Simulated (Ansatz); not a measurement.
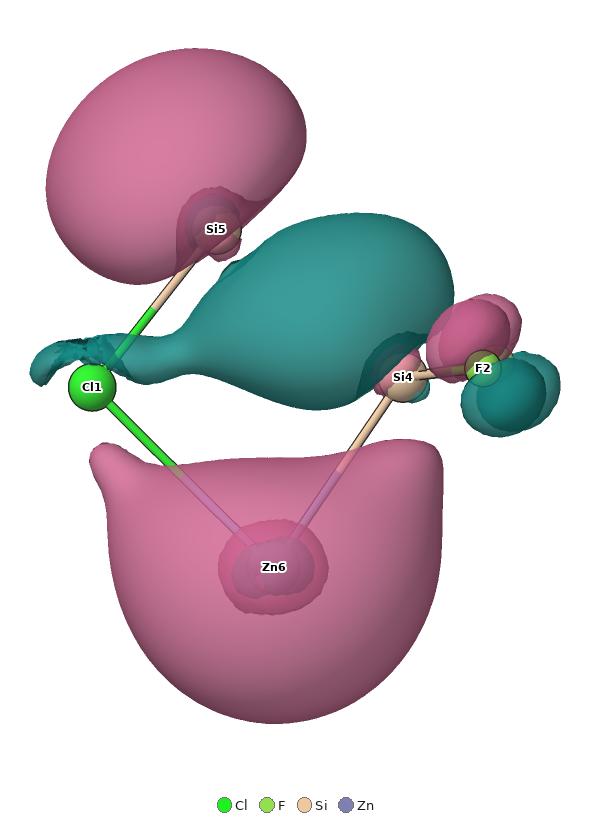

Figure. ClF₂Si₂Zn (charge +1). One frontier orbital at ±0.08 Å⁻³ᐟ² (teal and pink are the two phases), seen across its widest extent.

Geometry: r2SCAN-D4/def2-SVP.

Computed with isolated molecule in a Gaussian basis; Kohn-Sham density functional theory, functional PBE0 (Ansatz 0.2.0).

```yaml
atoms:
  - { symbol: Cl, position_ang: [0.9777, -0.6879, 1.9599] }
  - { symbol: F, position_ang: [-0.1699, 3.2913, 0.4404] }
  - { symbol: F, position_ang: [-1.8881, 2.6556, 2.3108] }
  - { symbol: Si, position_ang: [-0.6325, 2.1385, 1.4562] }
  - { symbol: Si, position_ang: [1.2448, 1.2207, 2.8626] }
  - { symbol: Zn, position_ang: [-1.0651, 0.0225, 0.3365] }
```

> Which orbital is it: HOMO or LUMO?

The HOMO, at −11.87 eV. It lies mainly on Si5 (about 45 %), Zn6 (about 30 %) and Si4 (about 20 %).
